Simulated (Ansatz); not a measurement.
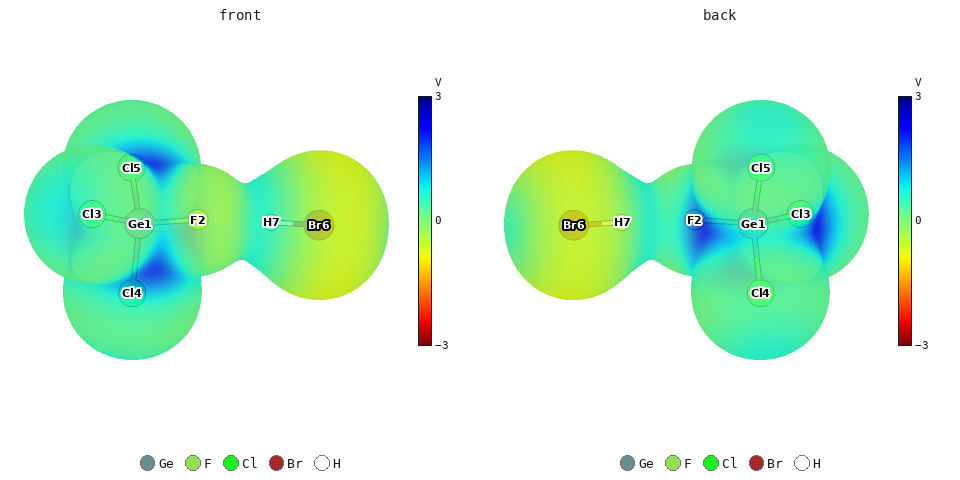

Cl₃FGe···HBr. The electrostatic potential painted on the density surface at 0.002 e/bohr³, seen from the front and from behind; the colour scale runs from red (negative) to blue (positive).

Computed with RKS B3LYP/def2-SVP in Ansatz 0.2.0.

The calculation's input:

```
crystal:
  periodic: [false, false, false]
  atoms:
    - { symbol: Ge, position_ang: [0.171892, 0.0, -0.166924] }
    - { symbol: F, position_ang: [0.156117, 0.0, 1.543094] }
    - { symbol: Cl, position_ang: [2.252979, 0.0, -0.679759] }
    - { symbol: Cl, position_ang: [-0.717135, 1.80238, -0.888447] }
    - { symbol: Cl, position_ang: [-0.717135, -1.80238, -0.888447] }
    - { symbol: Br, position_ang: [-3.064551, 0.0, 1.435782] }
    - { symbol: H, position_ang: [-1.827966, 0.0, 2.285101] }
basis:
  gaussian: { orbitals: def2-SVP }
hamiltonian:
  xc: b3lyp
relax:
  f_tol: 0.03
  max_steps: 50
output:
  orbitals: {}
```

Command:

```sh
ansatz run input.yaml --threads 4 --pin off --max-ram 5120MiB --backend cpu --events-out ev --progress --plain --runs-dir out
```

The fields are those of the run's last geometry, not of the input's.

**Which sites attract a positive test charge, and which a negative one?**

A positive charge is drawn to the negative regions and a negative charge to the positive ones. The most negative region (about −0.7 V, or −16 kcal/mol for a unit charge) lies over Br6, the most positive (about +2.0 V, or +46 kcal/mol for a unit charge) over Ge1. Cl3 shows a σ-hole: about +0.7 V, or +16 kcal/mol for a unit charge at the tip opposite its bond, against about +0.2 V on its flanks. Cl4 shows a σ-hole: about +0.7 V, or +16 kcal/mol for a unit charge at the tip opposite its bond, against about +0.2 V on its flanks. Cl5 shows a σ-hole: about +0.7 V, or +16 kcal/mol for a unit charge at the tip opposite its bond, against about +0.2 V on its flanks. Br6 shows a σ-hole: about +0.5 V, or +12 kcal/mol for a unit charge at the tip opposite its bond, against about −0.7 V, or −16 kcal/mol for a unit charge on its flanks.
